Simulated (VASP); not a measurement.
Band structure of Na2SO4 (space group Cmcm). Computed with r2SCAN meta-GGA, VASP's PBE PAW potentials (set 64) (plane waves; VASP 6.6.1).

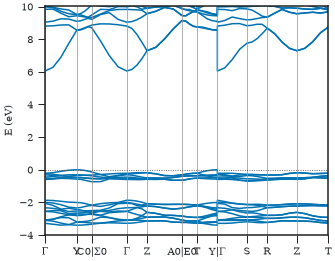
Fig. 1. Bands along high-symmetry lines, zero at the valence-band maximum or, without a gap, the Fermi level

**Question.** Read the plot: is there a gap, and where are the band edges?

**Answer.** The gap is indirect, 6.05 eV, from the valence maximum at Y to the conduction minimum at Γ.

The structure comes from a computed database's Na2SO4 entry (Cmcm); how it stands against other phases isn't given here. It was relaxed first.
